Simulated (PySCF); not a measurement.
```xyz
18

C     1.8468   -0.4234    0.3570
B     0.9003    0.3313   -0.7069
N    -0.0077    1.5049    0.0658
C    -1.1922    1.0050   -0.6627
C    -0.5591   -0.3138   -1.1157
C    -1.0777   -1.5144   -0.3345
H     2.6449    0.2249    0.7183
H     1.3145   -0.7953    1.2314
H     2.3300   -1.2821   -0.1026
H     1.4763    0.8541   -1.6038
H     0.2116    2.4874   -0.0628
H    -0.0558    1.3015    1.0580
H    -1.4139    1.6685   -1.4982
H    -2.0805    0.9255   -0.0294
H    -0.7306   -0.5005   -2.1767
H    -2.1249   -1.7169   -0.5658
H    -0.4969   -2.3980   -0.5860
H    -0.9939   -1.3526    0.7382
```

Geometry: GFN2-xTB.

Level of theory: PySCF 2.14.0, PBE0/pcSseg-1, SCF density, gas phase, non-relativistic.

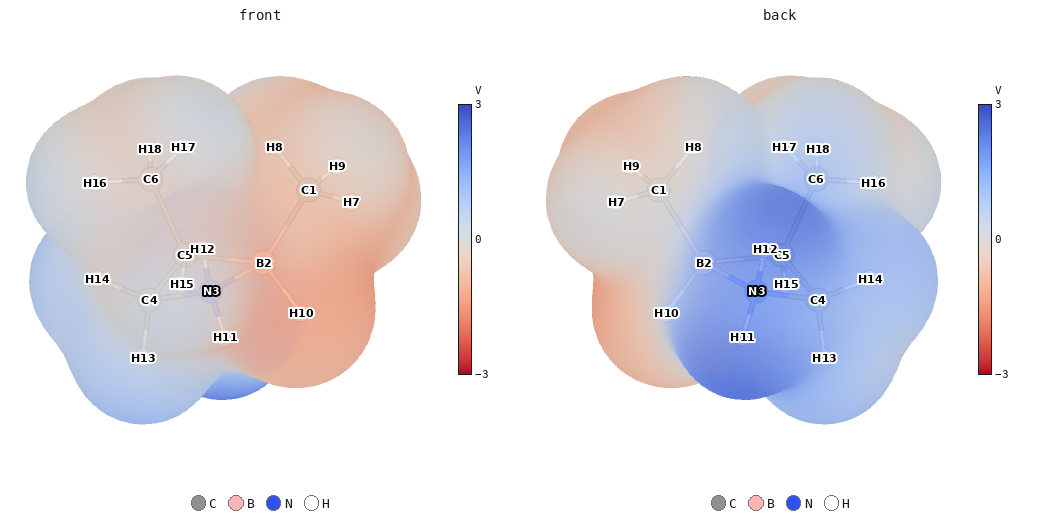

C4H12BN. The electrostatic potential painted on the density surface at 0.002 e/bohr³, seen from the front and from behind; red is negative and blue positive.

### Which sites attract a positive test charge, and which a negative one?

A positive charge is drawn to the negative regions and a negative charge to the positive ones. The most negative region (about −1.2 V) lies over H10, the most positive (about +2.3 V) over H11 and H12.

### How polar is the molecule by this calculation?

Its dipole moment is 4.02 D.
